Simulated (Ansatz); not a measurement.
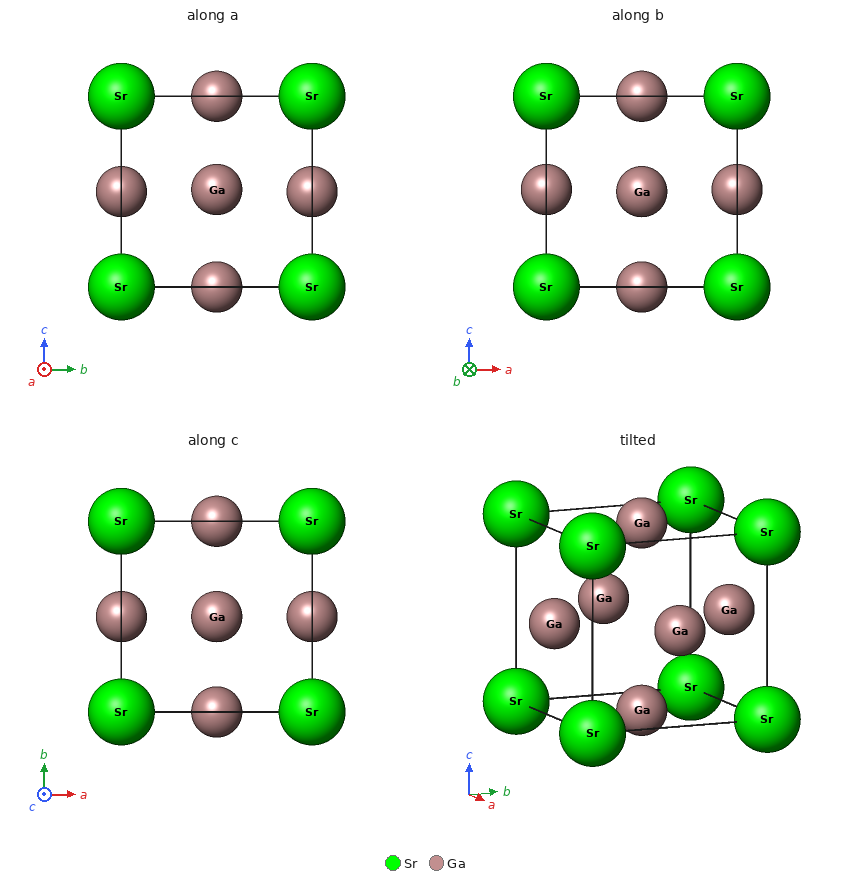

Figure: spheres-only view along the a axis, along the b axis, along the c axis and slightly off an axis. Lines trace the edges of the conventional unit cell.

Lattice parameters: a = 4.528 Å, b = 4.528 Å, c = 4.528 Å, α = 90.00°, β = 90.00°, γ = 90.00°.

### Put the structure into a table of Wyckoff sites, with free fractional coordinates to two decimals.

Space group Pmm2 (No. 25).
```tsv
atom	site	x	y	z
Sr	1a	0.00	0.00	0.00
Ga	1c	0.50	0.00	0.50
Ga	1b	0.00	0.50	0.51
Ga	1d	0.50	0.50	0.00
```

Origin of the cell: a structure type filled with these elements by a generator (whether the compound takes this form wasn't checked). The cell was then strained or its atoms displaced on purpose. A calculation with Ansatz used it as input.
